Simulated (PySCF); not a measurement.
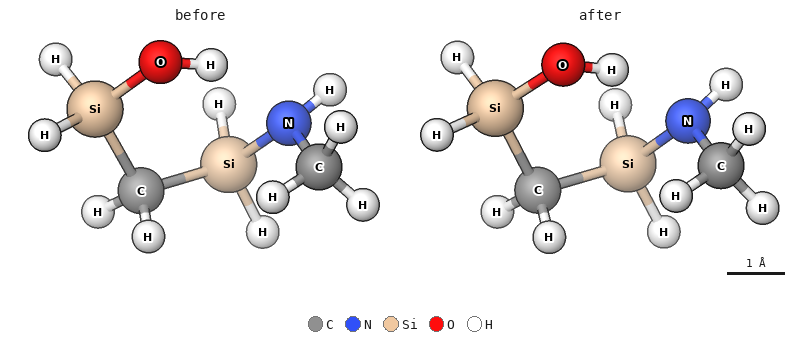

The structure of C2H11NOSi2 before (left) and after (right) a relaxation, at one scale.

A ball-and-stick model, seen from a free direction.

The start comes from GFN2-xTB. Its atoms were then displaced at random by about 0.01 Å.

Theory: PySCF 2.14.0, density-fitted response routines, PBE0-D3(BJ)/def2-SVP geometry optimisation, gas phase. 

> Describe what moved and what it gained.

After 11 geometry steps the energy has fallen by 25.0 kJ/mol. The atom that moves furthest after the best rigid fit is an H atom (0.17 Å). Largest moves by element: H 0.17 Å, O 0.08 Å, N 0.07 Å, C 0.06 Å, Si 0.05 Å. Near-neighbour distances that change, for instance: C–H 1.059 → 1.106 Å, H–Si 1.449 → 1.494 Å, C–Si 1.919 → 1.888 Å, O–Si 1.632 → 1.659 Å. Among the angles between lasting bonds that change: Si–O–H 116.8° → 110.9°, O–Si–H 103.6° → 108.5°, Si–C–H 113.5° → 108.7°.
